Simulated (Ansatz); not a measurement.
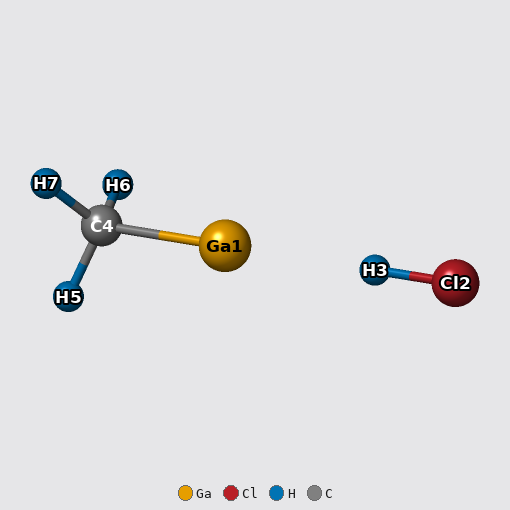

Sticks follow a distance rule. Harmonic vibrations computed with RKS PBE0-D4/def2-TZVP (Ansatz 0.2.0) at a stationary point of the same level.

Q: How many imaginary frequencies does it have?

A: A minimum: no imaginary frequency, and the lowest mode lies at 33 cm⁻¹.

Q: How many vibrational modes are there, and where do they lie?

A: 15 modes: 33, 33, 92, 434, 434, 513, 529, 529, 1181, 1421, 1421, 2518, 3017, 3107, 3107 cm⁻¹.
